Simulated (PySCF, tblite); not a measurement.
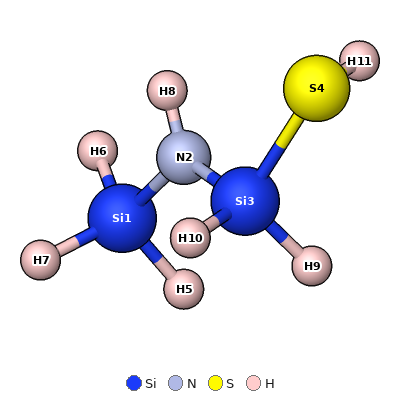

The molecule: Si₂NH₇S, SMILES [SiH3]N[SiH2]S.

Kohn-Sham orbital energies near the frontier, B3LYP/def2-SVPD in PySCF 2.14.0, at a GFN2-xTB geometry (a minimum by its frequencies), isolated molecule; empty levels in grey, levels within 0.03 eV side by side.

### Where do the frontier orbitals lie?

HOMO at −7.19 eV, LUMO at −0.44 eV, 6.75 eV apart.

### On which atoms do HOMO and LUMO mostly sit?

HOMO: S4 70 %, Si3 10 %, N2 7 %. LUMO: Si1 24 %, Si3 18 %, S4 11 % (Löwdin shares).

### List the levels with the atoms that carry most of them (a dash for levels above zero or within 0.03 eV of another, where shares mean little).

```csv
orbital,energy (eV),Löwdin shares
LUMO+1,−0.15,"S4 34 %, Si3 20 %, H11 13 %"
LUMO,−0.44,"Si1 24 %, Si3 18 %, S4 11 %"
HOMO,−7.19,"S4 70 %, Si3 10 %, N2 7 %"
HOMO−1,−7.47,"N2 51 %, S4 10 %, Si1 10 %"
HOMO−2,−8.83,"S4 60 %, Si3 16 %, H9 6 %"
```

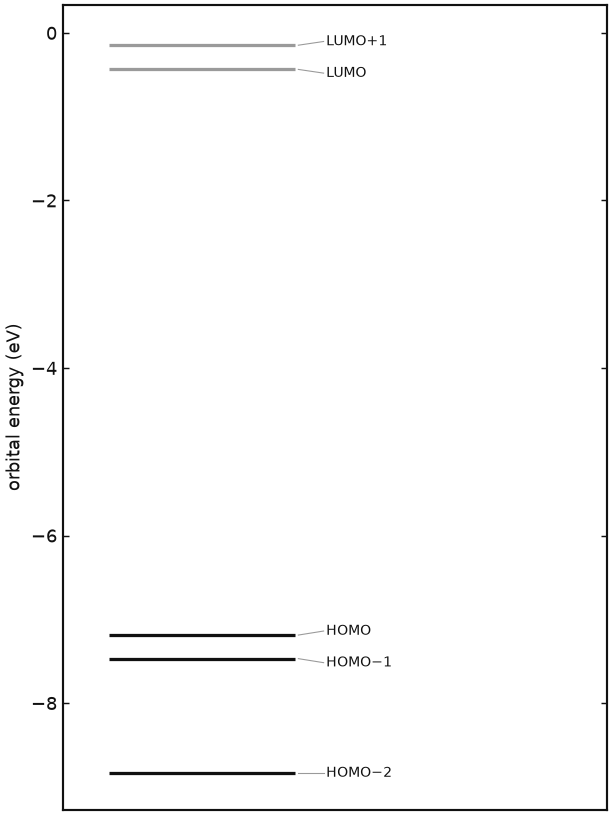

Caveats: the tight-binding geometry is rougher than a DFT one and adds to the error; one conformer of a flexible molecule; empty levels above zero depend strongly on the basis.
